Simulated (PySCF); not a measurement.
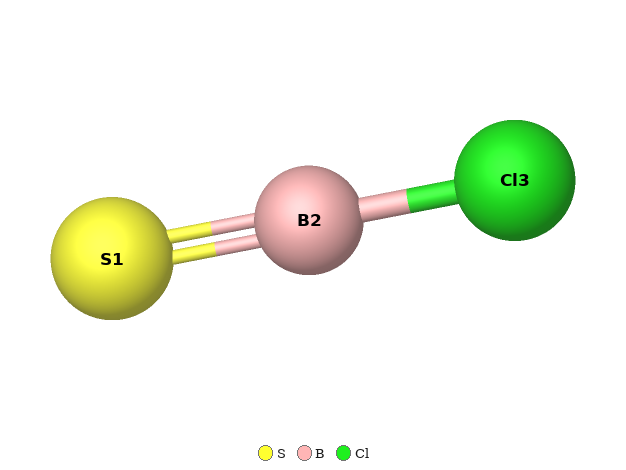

The geometry was computed by an optimisation with PBE0-D3(BJ)/def2-SVP. No frequency run is at hand to confirm it as a minimum. Electric field gradients from the ground-state density, PBE0/pcSseg-1 (PySCF 2.14.0), non-relativistic apart from any core potentials.

Give the largest field-gradient component, the quadrupole coupling constant and the asymmetry for 33S at S1 (Q = −67.81 mb), 11B at B2 (Q = 40.59 mb), 35Cl at Cl3 (Q = −81.7 mb).

```csv
atom,V_zz (a.u.),e²qQ/h (MHz),η
S1,0.231,−3.67,0.00
B2,−0.271,−2.59,0.00
Cl3,2.365,−45.4,0.00
```
